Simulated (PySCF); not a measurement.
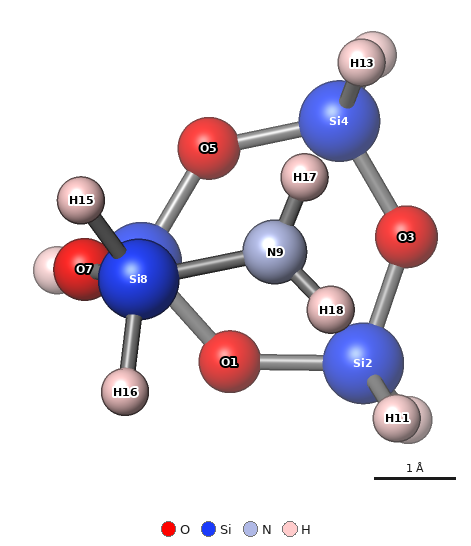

*The structure as given in the input (ball-and-stick view, seen at a tilt; atoms are numbered from 1 in the order of the input).*

**Run report: Si4NH9O4, core-level calculation**

System: Si4NH9O4.
Method: delta-SCF UKS SCAN, pcX-2 on the ionised atom, pcseg-1 elsewhere, spin-free X2C (PySCF 2.14.0).

Figures and captions count atoms from 1; the log counts them from 0 in places.

Output
```
ground state, core basis on atom 0 (O), 218 functions
  cycle   1  E = -1521.25153368  |g| = 1.47e+00
  cycle   2  E = -1520.29679702  |g| = 2.64e+00
  cycle   3  E = -1521.63324305  |g| = 1.81e-01
  cycle   4  E = -1521.63796811  |g| = 1.21e-01
  cycle   5  E = -1521.64089703  |g| = 3.07e-02
  cycle   6  E = -1521.64108868  |g| = 1.11e-02
  cycle   7  E = -1521.64110293  |g| = 6.23e-03
  cycle   8  E = -1521.64110860  |g| = 6.96e-04
  cycle   9  E = -1521.64111037  |g| = 2.92e-04
  E(ground) = -1521.78727631 Eh
hole in O 1s of atom 0
  cycle   1  E = -1501.03399228  |g| = 2.23e+00
[... 9 cycles left out ...]
  E(ion) = -1502.01718651 Eh   <S^2> = 0.7619   hole on atom = 1.000   binding energy = 537.972 eV
ground state, core basis on atom 1 (Si), 229 functions
[... 7 cycles left out ...]
  E(ground) = -1521.82221829 Eh
hole in Si 2p of atom 1
[... 10 cycles left out ...]
  E(ion) = -1517.83954538 Eh   <S^2> = 0.7511   hole on atom = 1.003   binding energy = 108.374 eV
  2p3/2 = 108.116 eV   2p1/2 = 108.744 eV
ground state, core basis on atom 4 (O), 218 functions
[... 6 cycles left out ...]
  E(ground) = -1521.78738305 Eh
hole in O 1s of atom 4
[... 10 cycles left out ...]
  E(ion) = -1502.01731322 Eh   <S^2> = 0.7619   hole on atom = 1.000   binding energy = 537.971 eV
ground state, core basis on atom 5 (Si), 229 functions
[... 7 cycles left out ...]
  E(ground) = -1521.83074717 Eh
hole in Si 2p of atom 5
[... 10 cycles left out ...]
  E(ion) = -1517.84520866 Eh   <S^2> = 0.7514   hole on atom = 1.003   binding energy = 108.452 eV
  2p3/2 = 108.283 eV   2p1/2 = 108.910 eV
ground state, core basis on atom 6 (O), 218 functions
[... 7 cycles left out ...]
  E(ground) = -1521.78784446 Eh
hole in O 1s of atom 6
  cycle   1  E = -1501.04404009  |g| = 2.23e+00
  cycle   2  E = -1500.47546803  |g| = 2.26e+00
  cycle   3  E = -1501.79864435  |g| = 4.79e-01
  cycle   4  E = -1501.82918298  |g| = 3.38e-01
  cycle   5  E = -1501.87851745  |g| = 6.36e-02
  cycle   6  E = -1501.87997934  |g| = 2.00e-02
  cycle   7  E = -1501.88011411  |g| = 1.02e-02
  cycle   8  E = -1501.88015357  |g| = 2.26e-03
  cycle   9  E = -1501.88015457  |g| = 6.37e-04
  cycle  10  E = -1501.88015667  |g| = 4.01e-04
  E(ion) = -1502.02446595 Eh   <S^2> = 0.7621   hole on atom = 1.000   binding energy = 537.789 eV
```

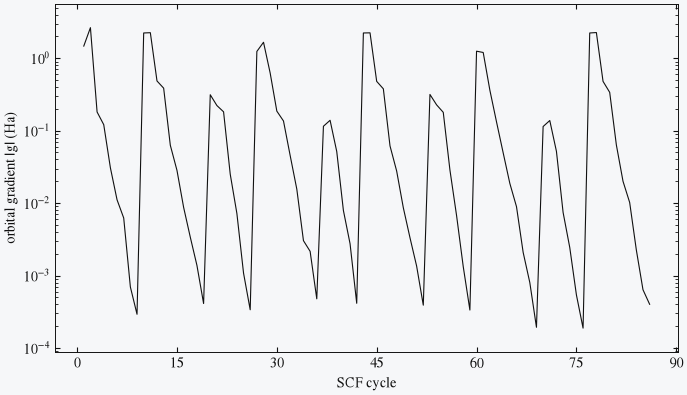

*Convergence of the self-consistent field: orbital gradient |g| against the SCF cycle.*

All cycles printed in the log are drawn one after another.

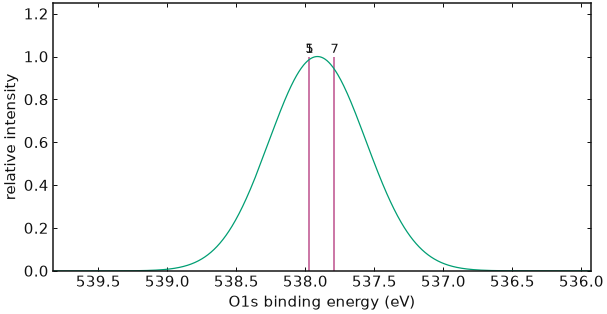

*O1s binding energies by ΔSCF of the atoms computed, labelled by atom number, with a Gaussian envelope of 0.8 eV full width.*

They run from 537.79 eV (atom 7) to 537.97 eV (atom 1).

The run was set up as follows.

Input file
```
{"job": {"kind": "xps", "holes": 5}, "charge": 0, "multiplicity": 1}
O     -1.555726     0.854228    -0.543490
Si    -0.803199     2.017675     0.372258
O     -0.228361     1.295165     1.754303
Si    -0.215558    -0.297722     2.229277
O     -1.044314    -1.182946     1.094393
Si    -1.554155    -0.803129    -0.438891
O     -0.530304    -1.437108    -1.555879
Si     1.064490    -1.081756    -1.906218
N      1.769232    -0.126724    -0.653459
H     -1.794268     3.060199     0.740836
H      0.324784     2.618100    -0.390852
H     -0.906992    -0.423023     3.537389
H      1.188124    -0.781288     2.333571
H     -2.906153    -1.335410    -0.672108
H      1.765180    -2.387046    -2.035805
H      1.111207    -0.289318    -3.164414
H      2.273011    -0.536595     0.123938
H      2.024123     0.842376    -0.799107
```

The first line tells a small driver script what to run in PySCF; the rest is the geometry in Å.

Launch command:
```bash
OMP_NUM_THREADS=1 python <driver script> task.json out
```

Key numbers

```tsv
quantity	value
outcome	converged
hardware	1 CPU thread, shared host
wall time	78 s
peak memory	1 GiB
```
